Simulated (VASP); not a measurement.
# The low-index faces of Hf, part 2 of 5

Which face of Hf is cheapest, and which holds its electrons hardest?

VASP 6.6.1; PBE; plane waves and PAW (Hf).

So far. Step 3 (The bulk reference, job self-consistent run, k-mesh …): The run ends at a pressure of -0.07 GPa.

## 4. Relaxing the slab, 8 atoms, face Hf(0001)

System of this step: Hf(0001). The cell holds 8 atoms: 8 Hf. Cell: a = 3.194 Å, b = 3.194 Å, c = 32.640 Å, α = 90.0°, β = 90.0°, γ = 60.0°. It derives from Hf. 8 layers of hcp Hf, cut at this functional's lattice. Vacuum lies along c.

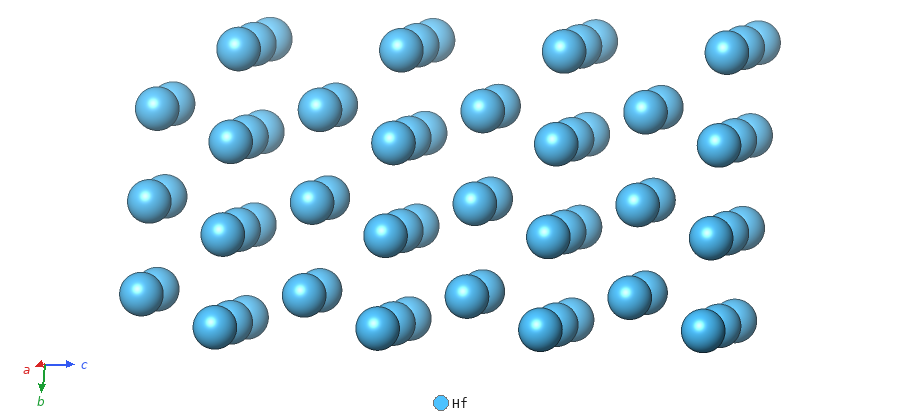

The cell of this step (hafnium blue). 2×3×1 cells are drawn. Some periodic images of atoms are drawn too.

All atoms relax at the fixed cell.

Contents of INCAR:

```
SYSTEM = Hf
PREC = Normal
ENCUT = 320
EDIFF = 1E-05
NELM = 120
ISMEAR = 1
SIGMA = 0.15
LREAL = .FALSE.
ALGO = Fast
GGA = PE
NBANDS = 24
LASPH = .TRUE.
LORBIT = 11
LWAVE = .FALSE.
LCHARG = .FALSE.
KPAR = 4
IBRION = 2
NSW = 40
ISIF = 2
EDIFFG = -0.03
POTIM = 0.4
MAXMIX = 40
```

Contents of POSCAR:

```
Hf
1.0
    3.1939811660      0.0000000000      0.0000000000
    1.5969905830      2.7660688290      0.0000000000
    0.0000000000      0.0000000000     32.6399052760
Hf
8
Direct
    0.6666666700      0.6666666700      0.2297800800
    0.0000000000      0.0000000000      0.3069857700
    0.6666666700      0.6666666700      0.3841914600
    0.0000000000      0.0000000000      0.4613971500
    0.6666666700      0.6666666700      0.5386028500
    0.0000000000      0.0000000000      0.6158085400
    0.6666666700      0.6666666700      0.6930142300
    0.0000000000      0.0000000000      0.7702199200
```

Contents of KPOINTS:

```
Automatic mesh
0
Gamma
12 12 1
0 0 0
```

Potentials, in the order of the species: Hf (PBE family, release 64).

The run is started by

```bash
$ mpirun -np 4 vasp_std
```

What it wrote:

```text
[banner, memory and clock lines left out]
running    4 mpi-ranks, on    1 nodes
 distrk:  each k-point on    1 cores,    4 groups
 distr:  one band on    1 cores,    1 groups

 POSCAR found type information on POSCAR Hf
 POSCAR found :  1 types and       8 ions
 LDA part: xc-table for (Slater+PW92), standard interpolation
 POSCAR, INCAR and KPOINTS ok, starting setup
 FFT: planning ... GRIDC
 FFT: planning ... GRID_SOFT
 FFT: planning ... GRID
 WAVECAR not read
 entering main loop
       N       E                     dE             d eps       ncg     rms          rms(c)
DAV:   2    -0.705589001888E+02   -0.10676E+03   -0.97074E+02  1272   0.130E+02
DAV:   3    -0.819531387075E+02   -0.11394E+02   -0.10774E+02  1312   0.397E+01
DAV:   4    -0.828321909407E+02   -0.87905E+00   -0.85330E+00  1600   0.952E+00
DAV:   5    -0.828716816765E+02   -0.39491E-01   -0.38742E-01  1520   0.197E+00    0.256E+01
RMM:   6    -0.115654868920E+03   -0.32783E+02   -0.89834E+01  1379   0.239E+01    0.176E+01
RMM:   7    -0.101826718693E+03    0.13828E+02   -0.55554E+01  1057   0.179E+01    0.173E+01
RMM:   8    -0.818313752622E+02    0.19995E+02   -0.99857E+00  1016   0.931E+00    0.787E+00
RMM:   9    -0.796240006067E+02    0.22074E+01   -0.43232E+00  1272   0.511E+00    0.586E+00
RMM:  10    -0.781204482119E+02    0.15036E+01   -0.25935E+00  1142   0.382E+00    0.378E+00
RMM:  11    -0.794670111009E+02   -0.13466E+01   -0.33398E+00  1198   0.373E+00    0.462E+00
RMM:  12    -0.783587347084E+02    0.11083E+01   -0.42685E-01  1099   0.188E+00    0.341E+00
RMM:  13    -0.779329975579E+02    0.42574E+00   -0.22310E-01  1216   0.108E+00    0.243E+00
RMM:  14    -0.777152784966E+02    0.21772E+00   -0.20406E-01  1231   0.921E-01    0.153E+00
RMM:  15    -0.776446345747E+02    0.70644E-01   -0.47781E-01  1279   0.126E+00    0.880E-01
RMM:  16    -0.776490343322E+02   -0.43998E-02   -0.59831E-02  1337   0.606E-01    0.914E-01
RMM:  17    -0.776517789837E+02   -0.27447E-02   -0.18120E-02  1389   0.240E-01    0.946E-01
RMM:  18    -0.776591066492E+02   -0.73277E-02   -0.13685E-02  1227   0.245E-01    0.998E-01
RMM:  19    -0.776346643213E+02    0.24442E-01   -0.22750E-03  1108   0.150E-01    0.826E-01
RMM:  20    -0.776166630061E+02    0.18001E-01   -0.29197E-02  1418   0.408E-01    0.767E-01
RMM:  21    -0.776146103340E+02    0.20527E-02   -0.29678E-03  1323   0.130E-01    0.709E-01
RMM:  22    -0.776040465729E+02    0.10564E-01   -0.42190E-03  1177   0.140E-01    0.531E-01
RMM:  23    -0.775989661316E+02    0.50804E-02   -0.38207E-03  1220   0.126E-01    0.413E-01
RMM:  24    -0.775969972447E+02    0.19689E-02   -0.15480E-03  1312   0.781E-02    0.370E-01
RMM:  25    -0.775949962622E+02    0.20010E-02   -0.93054E-04  1240   0.676E-02    0.302E-01
RMM:  26    -0.775912646400E+02    0.37316E-02   -0.56766E-03  1487   0.144E-01    0.117E-01
RMM:  27    -0.775908147962E+02    0.44984E-03   -0.19889E-03  1358   0.786E-02    0.377E-02
RMM:  28    -0.775907926914E+02    0.22105E-04   -0.50608E-04  1273   0.451E-02    0.641E-03
RMM:  29    -0.775908089704E+02   -0.16279E-04   -0.11992E-04   937   0.229E-02    0.959E-03
RMM:  30    -0.775908371460E+02   -0.28176E-04   -0.89047E-05   943   0.200E-02    0.213E-02
RMM:  31    -0.775908198126E+02    0.17333E-04   -0.14232E-05   635   0.123E-02    0.134E-02
RMM:  32    -0.775908220492E+02   -0.22366E-05   -0.53750E-06   600   0.825E-03
   1 F= -.77590822E+02 E0= -.77589525E+02  d E =-.775908E+02
 curvature:   0.00 expect dE= 0.000E+00 dE for cont linesearch  0.000E+00
 trial: gam= 0.00000 g(F)=  0.876E-01 g(S)=  0.000E+00 ort = 0.000E+00 (trialstep = 0.100E+01)
 search vector abs. value=  0.876E-01
 bond charge predicted
       N       E                     dE             d eps       ncg     rms          rms(c)
DAV:   1    -0.776695879264E+02   -0.78768E-01   -0.37839E+00   992   0.853E+00    0.717E-01
RMM:   2    -0.777857089157E+02   -0.11612E+00   -0.23180E-01  1081   0.126E+00    0.129E+00
RMM:   3    -0.776769853820E+02    0.10872E+00   -0.31559E-02   944   0.657E-01    0.488E-01
RMM:   4    -0.776695947588E+02    0.73906E-02   -0.20149E-02  1063   0.407E-01    0.259E-01
RMM:   5    -0.776675828341E+02    0.20119E-02   -0.92433E-03  1246   0.242E-01    0.150E-01
RMM:   6    -0.776677739416E+02   -0.19111E-03   -0.13677E-03  1234   0.997E-02    0.135E-01
RMM:   7    -0.776679118269E+02   -0.13789E-03   -0.57419E-04  1227   0.599E-02    0.117E-01
RMM:   8    -0.776672329478E+02    0.67888E-03   -0.82533E-04  1142   0.567E-02    0.444E-02
RMM:   9    -0.776672533642E+02   -0.20416E-04   -0.49417E-04  1182   0.430E-02    0.207E-02
RMM:  10    -0.776673136108E+02   -0.60247E-04   -0.15375E-04  1005   0.257E-02    0.897E-03
RMM:  11    -0.776673198480E+02   -0.62372E-05   -0.19360E-05   665   0.145E-02
   2 F= -.77667320E+02 E0= -.77666252E+02  d E =-.764978E-01
[...]
3 F= -.77734369E+02 E0= -.77733210E+02  d E =-.143547E+00
[...]
4 F= -.77734383E+02 E0= -.77733277E+02  d E =-.143561E+00
[...]
5 F= -.77736231E+02 E0= -.77735312E+02  d E =-.184849E-02
[...]
6 F= -.77737371E+02 E0= -.77736611E+02  d E =-.298854E-02
[...]
7 F= -.77737592E+02 E0= -.77737063E+02  d E =-.320960E-02
 curvature:  -1.04 expect dE=-0.269E-03 dE for cont linesearch -0.133E-03
 ZBRENT: bracketing found
 ZBRENT: interpolating
 opt :   4.2687  next Energy=   -77.737876 (dE=-0.349E-02)
 bond charge predicted
       N       E                     dE             d eps       ncg     rms          rms(c)
DAV:   1    -0.777380038466E+02   -0.41860E-03   -0.10370E-01   976   0.144E+00    0.127E-01
RMM:   2    -0.777377967665E+02    0.20708E-03   -0.11648E-03   917   0.149E-01    0.176E-02
RMM:   3    -0.777378292866E+02   -0.32520E-04   -0.30974E-04  1070   0.610E-02    0.995E-03
RMM:   4    -0.777378351150E+02   -0.58285E-05   -0.59925E-05   811   0.256E-02
   8 F= -.77737835E+02 E0= -.77737219E+02  d E =-.345230E-02
 curvature:  -2.21 expect dE=-0.149E-03 dE for cont linesearch -0.239E-05
 trial: gam= 0.01647 g(F)=  0.677E-04 g(S)=  0.000E+00 ort = 0.415E-04 (trialstep = 0.196E+01)
 search vector abs. value=  0.695E-04
 reached required accuracy - stopping structural energy minimisation
```

It took 77 s on 4 MPI ranks of Intel Xeon 6975P-C (Granite Rapids), shared host; peak memory 0.77 GiB; 4.5 min of CPU time.

From OUTCAR (step 4):

```text
  LATTYP: Found a hexagonal cell.
 ALAT       =     3.1939811660
 C/A-ratio  =    10.2191915291

 Subroutine GETGRP returns: Found 12 space group operations
 (whereof  6 operations were pure point group operations)

The static configuration has the point symmetry C_3v.
 The point group associated with its full space group is D_3d.

 Found     19 irreducible k-points:

   k-points           NKPTS =     19   k-points in BZ     NKDIM =     19   number of bands    NBANDS=     24

   dimension x,y,z NGX =    14 NGY =   14 NGZ =  144
   dimension x,y,z NGXF=    28 NGYF=   28 NGZF=  288

   ENCUT  =  320.0 eV  23.52 Ry    4.85 a.u.   4.66  4.66 47.61*2*pi/ulx,y,z

   NELECT =      32.0000    total number of electrons

 E-fermi :   1.6620

 k-point     1 :       0.0000    0.0000    0.0000
  band No.  band energies     occupation
    ...
      6      -2.6593      2.00000
      7      -2.2442      2.00000
      8      -2.0700      2.00000
      9       1.4056      2.03629
     10       1.4300      2.05107
     11       1.7631      0.09882
     12       1.9775     -0.01128
     13       2.1955     -0.00001
     14       2.2836     -0.00000
     15       2.6511     -0.00000
    ...

 k-point     2 :       0.0833   -0.0000    0.0000
  band No.  band energies     occupation
    ...
      7      -2.0372      2.00000
      8      -1.8627      2.00000
      9       1.2667      2.00124
     10       1.3395      2.00958
     11       1.5505      1.94810
     12       1.8320     -0.06804
     13       1.9825     -0.01002
     14       2.0853     -0.00049
     15       2.3671     -0.00000
     16       2.4483     -0.00000
    ...

  Total       -1.5050741     -1.5050741     -0.5445284      0.0000000      0.0000000     -0.0000000
  in kB       -8.3622712     -8.3622712     -3.0254285      0.0000000      0.0000000     -0.0000000
  external PRESSURE =      -6.5833236 kB  Pullay stress =       0.0000000 kB

  energy-cutoff  :      320.00
  volume of cell :      288.37
      direct lattice vectors                 reciprocal lattice vectors
     3.193981166  0.000000000  0.000000000     0.313088884 -0.180761952  0.000000000
     1.596990583  2.766068829  0.000000000     0.000000000  0.361523903  0.000000000
     0.000000000  0.000000000 32.639905276     0.000000000  0.000000000  0.030637344

 POSITION                                       TOTAL-FORCE (eV/Angst)
 -----------------------------------------------------------------------------------
      3.19398      1.84405      7.58416         0.000000      0.000000      0.018591
      0.00000      0.00000      9.93172        -0.000000     -0.000000      0.012099
      3.19398      1.84405     12.54972         0.000000      0.000000     -0.016521
      0.00000      0.00000     15.03886         0.000000      0.000000      0.010561
      3.19398      1.84405     17.60104         0.000000     -0.000000     -0.010561
      0.00000      0.00000     20.09019        -0.000000     -0.000000      0.016521
      3.19398      1.84405     22.70818         0.000000      0.000000     -0.012099
      0.00000      0.00000     25.05574        -0.000000     -0.000000     -0.018591
 -----------------------------------------------------------------------------------
    total drift:                                0.000000      0.000000     -0.000045

  FREE ENERGIE OF THE ION-ELECTRON SYSTEM (eV)
  ---------------------------------------------------
  free  energy   TOTEN  =       -77.7378351150 eV

  energy  without entropy=      -77.7359878768  energy(sigma->0) =      -77.73721937

 total charge
# of ion       s       p       d       tot
------------------------------------------
    1        0.652   0.369   1.968   2.989
    2        0.623   0.497   2.033   3.153
    3        0.614   0.480   1.976   3.070
    4        0.615   0.486   1.989   3.091
    5        0.615   0.486   1.989   3.091
    6        0.614   0.480   1.976   3.070
    7        0.623   0.497   2.033   3.153
    8        0.652   0.369   1.968   2.989
--------------------------------------------------
tot          5.008   3.666  15.932  24.606

[... 1 part as in an earlier step ...]

[... 7 further parts left out ...]
```

CONTCAR:

```
Hf
   1.00000000000000
     3.1939811659999999    0.0000000000000000    0.0000000000000000
     1.5969905830000000    2.7660688290000000    0.0000000000000000
     0.0000000000000000    0.0000000000000000   32.6399052760000004
  Hf
     8
Direct
     0.6666666699999979    0.6666666699999979    0.2323586455710372
     0.0000000000000000    0.0000000000000000    0.3042815874506030
     0.6666666699999979    0.6666666699999979    0.3844900770607249
     0.0000000000000000    0.0000000000000000    0.4607507587233639
     0.6666666699999979    0.6666666699999979    0.5392492412766363
     0.0000000000000000    0.0000000000000000    0.6155099229392751
     0.6666666699999979    0.6666666699999979    0.6957184125493969
     0.0000000000000000    0.0000000000000000    0.7676413544289629
```

The run keeps the 12 symmetry operations of its start, so it cannot find a distortion of lower symmetry.

The steps of the relaxation:

| step | energy less that of the first step (eV) | largest force (eV/Å) |
| --- | --- | --- |
| 1 | 0.0000 | 0.8185 |
| 2 | -0.0765 | 0.5838 |
| 3 | -0.1435 | 0.1343 |
| 4 | -0.1436 | 0.1254 |
| 5 | -0.1454 | 0.0783 |
| 6 | -0.1465 | 0.0348 |
| 7 | -0.1468 | 0.0548 |
| 8 | -0.1470 | 0.0186 |

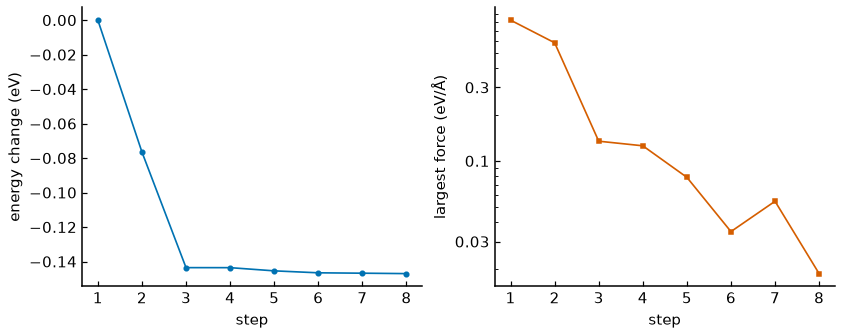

Energy and largest force along the relaxation.

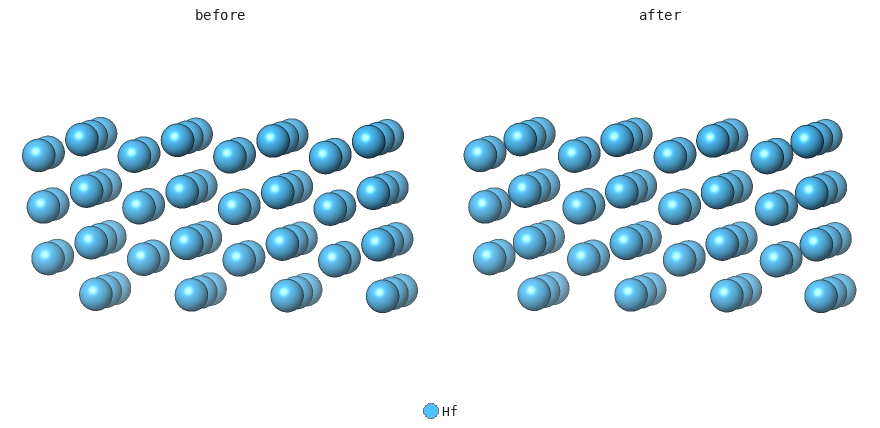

Before and after, at one scale.

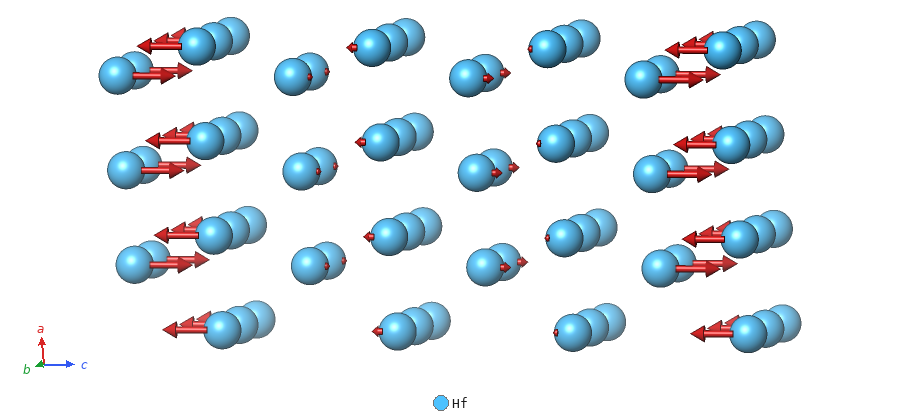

Displacements in the relaxation, exaggerated; the longest in the cell stands for 0.09 Å. 3×2×1 cells are drawn. Some periodic images of atoms are drawn too.

The atoms that moved most (Å):

| atom | dx | dy | dz | length |
| --- | --- | --- | --- | --- |
| Hf2 | 0.000 | 0.000 | -0.088 | 0.088 |
| Hf7 | 0.000 | 0.000 | 0.088 | 0.088 |
| Hf1 | 0.000 | 0.000 | 0.084 | 0.084 |
| Hf8 | 0.000 | 0.000 | -0.084 | 0.084 |
| Hf4 | 0.000 | 0.000 | -0.021 | 0.021 |
| Hf5 | 0.000 | 0.000 | 0.021 | 0.021 |
| Hf3 | 0.000 | 0.000 | 0.010 | 0.010 |
| Hf6 | 0.000 | 0.000 | -0.010 | 0.010 |

The relaxed structure:

```xyz
8
Lattice="3.1940 0.0000 0.0000 1.5970 2.7661 0.0000 0.0000 0.0000 32.6399" Properties=species:S:1:pos:R:3
Hf    3.1940    1.8440    7.5842
Hf    0.0000    0.0000    9.9317
Hf    3.1940    1.8440   12.5497
Hf    0.0000    0.0000   15.0389
Hf    3.1940    1.8440   17.6010
Hf    0.0000    0.0000   20.0902
Hf    3.1940    1.8440   22.7082
Hf    0.0000    0.0000   25.0557
```

Numbers from this step:

* electronic cycles: 79
* electrons: 32
* free energy (TOTEN): -77.7378 eV
* energy at zero smearing: -77.7372 eV
* Fermi energy: 1.662 eV

The run ended after 8 ionic steps, 0.147 eV below its first step, once the forces on the free atoms met EDIFFG = -0.03.

[end of part 2 of 5]

[Lines on the potential files, build, host, timing and source positions are cut from VASP's logs without a mark.]

[Logs are printed without paths, hosts, clocks, repeated set-up lines and the standing remarks that a program may print on its own settings, such as how far it seeks lower states.]

[Hosts, paths, dates, database ids (printed as entryN), source tags and the programs' standing remarks are cut or masked in the printed files.]

[Runs that stopped without an error message from VASP are left out.]
